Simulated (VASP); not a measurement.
# AlGeIO2 with optPBE-vdW: from relaxation to properties, part 3 of 3

Aim: relax AlGeIO2, then compute properties on the relaxed cell. The cell is invented: it takes the structure of a Materials Project entry for SbPbIO2 (space group 107 there), with some of its atoms replaced by other elements, volume scaled by an estimate. It may not be a known or stable phase.

VASP 6.6.1; optPBE-vdW; plane waves and PAW (I, Ge_d, Al, O); invented cell.

So far, gap on the k-mesh (eV): step 2 (rough relaxation of the start cell) 1.51; step 3 (relaxing cell and atoms (optPBE-vdW)) 1.52. The relaxed cell has a = 3.740, c = 12.746 Å (conventional setting).

## 5. Band structure (optPBE-vdW)

Levels along the symmetry lines show where the bands peak and cross; KPOINTS_OPT computes them in the converged potential.

Input file INCAR:

```
SYSTEM = AlGeIO2
PREC = Accurate
ENCUT = 520
EDIFF = 1E-06
NELM = 100
ISMEAR = 0
SIGMA = 0.05
LREAL = .FALSE.
ALGO = Normal
GGA = OR
AGGAC = 0
LUSE_VDW = .TRUE.
LASPH = .TRUE.
NBANDS = 33
LORBIT = 11
LWAVE = .FALSE.
LCHARG = .FALSE.
KPAR = 2
```

Input file POSCAR:

```
AlGeIO2
1.0
   -1.8699347037      1.8699347037      6.3729280432
    1.8699347037     -1.8699347037      6.3729280432
    1.8699347037      1.8699347037     -6.3729280432
I Ge Al O
1 1 1 2
Direct
    0.0155372484      0.0155372484      0.0000000000
    0.6583990131      0.6583990131      0.0000000000
    0.2754632352      0.2754632352      0.0000000000
    0.7617007517      0.2617007517      0.5000000000
    0.2617007517      0.7617007517      0.5000000000
```

Input file KPOINTS:

```
Automatic mesh
0
Gamma
10 10 10
0 0 0
```

Input file KPOINTS_OPT:

```
Line mode
16
Line-mode
Reciprocal
  0.00000000   0.00000000   0.00000000 GAMMA
  0.00000000   0.00000000   0.50000000 X

  0.00000000   0.00000000   0.50000000 X
 -0.04304720   0.04304720   0.50000000 Y

 -0.04304720   0.04304720   0.50000000 Y
 -0.27152360   0.27152360   0.27152360 S

 -0.27152360   0.27152360   0.27152360 S
  0.00000000   0.00000000   0.00000000 GAMMA

  0.00000000   0.00000000   0.00000000 GAMMA
  0.50000000   0.50000000  -0.50000000 Z

  0.50000000   0.50000000  -0.50000000 Z
  0.27152360   0.72847640  -0.27152360 S1

  0.27152360   0.72847640  -0.27152360 S1
  0.00000000   0.50000000   0.00000000 N

  0.00000000   0.50000000   0.00000000 N
  0.25000000   0.25000000   0.25000000 P

  0.25000000   0.25000000   0.25000000 P
  0.50000000   0.50000000  -0.04304720 Y1

  0.50000000   0.50000000  -0.04304720 Y1
  0.50000000   0.50000000  -0.50000000 Z

  0.00000000   0.00000000   0.50000000 X
  0.25000000   0.25000000   0.25000000 P
```

The projector-augmented-wave data sets are I, Ge_d, Al and O (PBE family, release 64).

On the command line:

```console
$ mpirun -np 2 vasp_std
```

The log of the run:

```text
[... set-up lines as in an earlier step ...]
 entering main loop
       N       E                     dE             d eps       ncg     rms          rms(c)
DAV:   1     0.305272843950E+03    0.30527E+03   -0.15834E+04  8919   0.184E+03
DAV:   2     0.260633268315E+02   -0.27921E+03   -0.25848E+03  7306   0.617E+02
DAV:   3    -0.188135112073E+02   -0.44877E+02   -0.44338E+02  8049   0.119E+02
DAV:   4    -0.208718531395E+02   -0.20583E+01   -0.20562E+01  8084   0.291E+01
DAV:   5    -0.209219058187E+02   -0.50053E-01   -0.50046E-01  8319   0.477E+00    0.125E+01
DAV:   6    -0.165982361132E+02    0.43237E+01   -0.11589E+01  8522   0.309E+01    0.489E+00
DAV:   7    -0.165454266306E+02    0.52809E-01   -0.12085E+00  7484   0.563E+00    0.270E+00
DAV:   8    -0.165168759704E+02    0.28551E-01   -0.27617E-01  8005   0.301E+00    0.781E-01
DAV:   9    -0.165121510616E+02    0.47249E-02   -0.18171E-02 10287   0.942E-01    0.403E-01
DAV:  10    -0.165136089026E+02   -0.14578E-02   -0.40856E-03  7363   0.328E-01    0.773E-02
DAV:  11    -0.165137372735E+02   -0.12837E-03   -0.49434E-04  9021   0.135E-01    0.304E-02
DAV:  12    -0.165137657895E+02   -0.28516E-04   -0.83835E-05  7674   0.495E-02    0.176E-02
DAV:  13    -0.165137749351E+02   -0.91456E-05   -0.17195E-05  8255   0.230E-02    0.379E-03
DAV:  14    -0.165137760171E+02   -0.10820E-05   -0.13371E-06  7256   0.623E-03    0.177E-03
DAV:  15    -0.165137761993E+02   -0.18218E-06   -0.28875E-07  5781   0.297E-03
   1 F= -.16513776E+02 E0= -.16513776E+02  d E =-.468546E-18
 Start KPOINTS_OPT (optional k-point list driver)
k-point batch [1-102\176]
       N       E                     dE             ncg
DAV:   1     0.713794206693E+04   -0.73154E+05     9006
DAV:   2    -0.203602413583E+05   -0.27498E+05     7314
DAV:   3    -0.248046554270E+05   -0.44444E+04     8060
DAV:   4    -0.250092679224E+05   -0.20461E+03     8127
DAV:   5    -0.250144114831E+05   -0.51436E+01     8336
DAV:   6    -0.250146247898E+05   -0.21331E+00     8519
DAV:   7    -0.250146371748E+05   -0.12385E-01     9487
DAV:   8    -0.250146373995E+05   -0.22469E-03     8127
DAV:   9    -0.250146374073E+05   -0.77907E-05     6246
DAV:  10    -0.250146374078E+05   -0.50316E-06     5627
k-point batch [103-176\176]
       N       E                     dE             ncg
DAV:   1     0.219772757637E+05   -0.81024E+05     6500
DAV:   2     0.214774363663E+04   -0.19830E+05     5452
DAV:   3    -0.100957661590E+04   -0.31573E+04     5922
DAV:   4    -0.115355835506E+04   -0.14398E+03     5949
DAV:   5    -0.115727984637E+04   -0.37215E+01     6184
DAV:   6    -0.115742668660E+04   -0.14684E+00     6174
DAV:   7    -0.115743478194E+04   -0.80953E-02     6967
DAV:   8    -0.115743493852E+04   -0.15658E-03     5816
DAV:   9    -0.115743494332E+04   -0.47953E-05     4462
DAV:  10    -0.115743494362E+04   -0.29845E-06     4104
```

Run time: 10 min. Hardware: 2 MPI ranks of Intel Xeon 6975P-C (Granite Rapids), shared host; peak memory 2.6 GiB; 21 min of CPU time.

From OUTCAR (step 5):

```text
   k-points           NKPTS =    102   k-points in BZ     NKDIM =    102   number of bands    NBANDS=     33

   NELECT =      36.0000    total number of electrons

 E-fermi :   5.3005

 k-point     1 :       0.0000    0.0000    0.0000
  band No.  band energies     occupation
    ...
     14       2.0789      2.00000
     15       2.1248      2.00000
     16       3.1231      2.00000
     17       4.2338      2.00000
     18       4.2338      2.00000
     19       6.5222      0.00000
     20       7.8039      0.00000
     21       9.5517      0.00000
     22       9.5517      0.00000
     23      11.1328      0.00000
    ...

Total vdW correction in eV:      7.0395989

  Total        0.0298435      0.0298435      0.0457516      0.0000000      0.0000000      0.0000000
  in kB        0.5364249      0.5364249      0.8223657      0.0000000      0.0000000      0.0000000
  external PRESSURE =       0.6317385 kB  Pullay stress =       0.0000000 kB

 POSITION                                       TOTAL-FORCE (eV/Angst)
 -----------------------------------------------------------------------------------
      0.00000      0.00000      0.19804         0.000000      0.000000      0.009044
      0.00000      0.00000      8.39186         0.000000      0.000000     -0.003871
      0.00000      0.00000      3.51101        -0.000000     -0.000000      0.006508
      0.00000      1.86993      3.33560         0.000000     -0.000000     -0.005840
      1.86993      0.00000      3.33560        -0.000000      0.000000     -0.005840
 -----------------------------------------------------------------------------------
    total drift:                                0.000000      0.000000      0.001564

  FREE ENERGIE OF THE ION-ELECTRON SYSTEM (eV)
  ---------------------------------------------------
  free  energy   TOTEN  =       -16.5137761993 eV

  energy  without entropy=      -16.5137761993  energy(sigma->0) =      -16.51377620

Total vdW correction in eV:      7.0396017

[... 8 parts as in an earlier step ...]

[... 8 further parts left out ...]
```

Spin-orbit coupling is off here; with elements this heavy it splits and shifts levels by tenths of an eV or more.

Numbers from this step:

```
bands                             : 33
Fermi energy                      : 5.301 eV
pressure                          : 0.06317 GPa
least gap on mesh and path        : 1.515 eV
least direct gap on mesh and path : 2.280 eV
valence top at k                  : -0.2534, 0.2534, 0.2534
least direct gap at k             : 0, 0, 0.1667
```

Electronic bands along the path, in eV, zero at the valence-band top; v1 is the highest filled band, c1 the lowest empty one:

```
    point     v4     v3     v2     v1    c1    c2    c3    c4
        Γ  -2.88  -1.88  -0.77  -0.77  1.52  2.80  4.54  4.54
        X  -3.10  -2.55  -1.84  -1.65  2.51  2.60  3.49  4.13
        Y  -3.07  -2.50  -1.87  -1.70  2.21  2.99  3.51  4.17
        S  -3.61  -2.11  -0.81  -0.01  3.23  3.87  4.03  5.01
        Γ  -2.88  -1.88  -0.77  -0.77  1.52  2.80  4.54  4.54
        Z  -2.93  -1.25  -0.66  -0.66  1.87  3.34  4.16  4.16
       S1  -3.61  -2.11  -0.81  -0.01  3.23  3.87  4.03  5.01
        N  -3.70  -1.89  -0.85   0.00  3.03  3.97  4.03  5.06
        P  -2.82  -2.82  -1.83  -1.65  2.40  3.02  3.02  4.40
       Y1  -3.07  -2.50  -1.87  -1.70  2.21  2.99  3.51  4.17
        Z  -2.93  -1.25  -0.66  -0.66  1.87  3.34  4.16  4.16
jump to X  -3.10  -2.55  -1.84  -1.65  2.51  2.60  3.49  4.13
        P  -2.82  -2.82  -1.83  -1.65  2.40  3.02  3.02  4.40
```

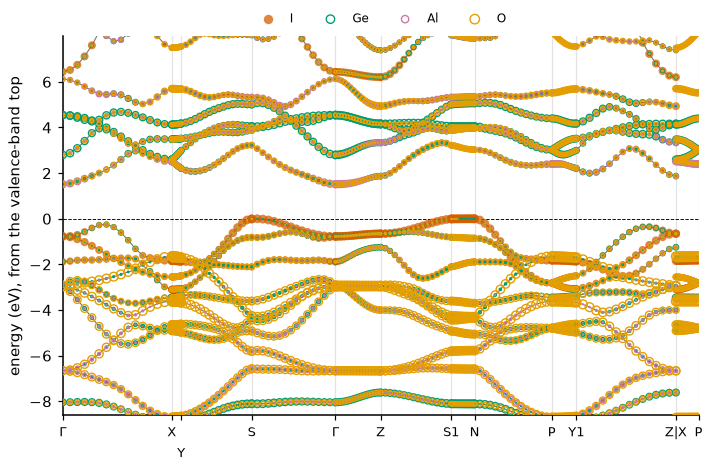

Electronic bands along the path; dots are coloured as in the legend, and their area grows with the weight.

The path finds the gap of the mesh within 0.02 eV, so the mesh comes close to both band edges.

## 6. Results

```
relaxed volume                            : 17.83 Å³/atom
relaxed conventional cell a, b, c         : 3.740, 3.740, 12.746 Å
space group after relaxing, within 0.02 Å : I4mm (No. 107)
band gap                                  : 1.52 eV, indirect (least direct gap of that run 2.28 eV)
```

In words: With optPBE-vdW, AlGeIO2 relaxes to 17.83 Å³/atom in space group I4mm (held by the symmetry of the run) and has an indirect gap of 1.52 eV. Band structure (optPBE-vdW): The path shows an indirect gap of 1.52 eV (valence top between S and Γ, conduction bottom at Γ). The least direct gap is 2.28 eV. Spin-orbit coupling is left out, and with elements this heavy it would split and shift bands near the edges, and it can change the kind of a small gap. No search among competing phases was made. All values are for a static lattice at zero temperature.

[Lines on the potential files, build, host, timing and source positions are cut from VASP's logs without a mark.]

[Logs are printed without paths, hosts, clocks, repeated set-up lines and the standing remarks that a program may print on its own settings, such as how far it seeks lower states.]

[Hosts, paths, dates, database ids (printed as entryN), source tags and the programs' standing remarks are cut or masked in the printed files.]

[A measured line is paired with the nearest computed mode of its activity, which favours agreement.]
